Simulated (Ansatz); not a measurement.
The structure below was relaxed with LDA (Ansatz, a program for electronic structure; PAW; 420 eV plane waves; no spin-orbit coupling), at pressure 4.5 GPa.

```xyz
4
Lattice="3.0374 0.0000 0.0000 -1.5187 2.6305 0.0000 0.0000 0.0000 4.9840" Properties=species:S:1:pos:R:3 pbc="T T T"
Si     0.0000     1.7536     4.9820
Si     1.5187     0.8768     2.4900
C      0.0000     1.7536     1.8710
C      1.5187     0.8768     4.3630
```

Find the space group and the Wyckoff positions.

Space group P6₃mc (No. 186); a = b = 3.037 Å, c = 4.984 Å, α = β = 90.00°, γ = 120.00°

```csv
atom,site,symmetry,x,y,z
Si,2b,3m.,0.6667,0.3333,0.4996
C,2b,3m.,0.3333,0.6667,0.3754
```

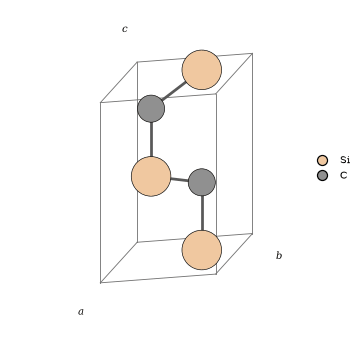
Figure: The conventional cell

Load acts through the strain it causes; cell and atoms are relaxed under it. Whether these cells are dynamically stable was not tested. The cell was made from SiC in the wurtzite structure (space group P6_3mc, No. 186) by this change: pressure 4.5 GPa.
